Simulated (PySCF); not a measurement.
Input

```
{"job": {"kind": "uv", "xc": "CAM-B3LYP", "basis": "def2-SVPD", "dynamic": true, "nstates": 6, "ntriplets": 0}, "charge": 0, "multiplicity": 1}
C      2.786739    -0.167461     0.929337
C      1.704623    -0.606161     0.601676
C      0.413778    -1.143732     0.223239
C      0.019450    -1.284264    -1.222741
C     -0.563882    -0.317499    -0.575249
C     -1.450654     0.804734    -0.469213
C     -1.581038     1.513566     0.661180
H      3.744116     0.226261     1.215181
H      0.014536    -1.866404     0.954058
H      0.207636    -1.849157    -2.131465
H     -2.026608     1.066834    -1.363135
H     -1.001511     1.257308     1.552670
H     -2.259069     2.367940     0.721945
```

Command:

```sh
OMP_NUM_THREADS=1 python probes_run.py task.json out
```

Geometry: PBE0-D3(BJ)/def2-SVP.

All numbers below come from CAM-B3LYP/def2-SVPD, SCF density, gas phase (PySCF).

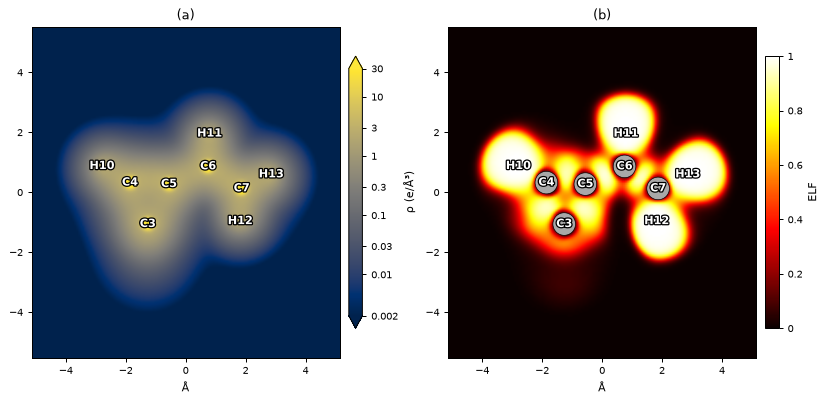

C₇H₆. (a) electron density; (b) electron localisation function on the plane of atoms C3, C5 and C6. Grey discs cover the atomic cores in the ELF map.

What does the map show?

Answer.
- Atoms in the plane: C and H.
- C–H (1.09 Å): the density is about 2 e/Å³ at the midpoint; the ELF climbs to about 1 towards the hydrogen, as it does in any bond to H (a covalent bond by its length).
- C–C (1.30 Å): ρ is about 2.3 e/Å³ halfway; the ELF peaks at about 0.85 between the atoms (a multiple bond).
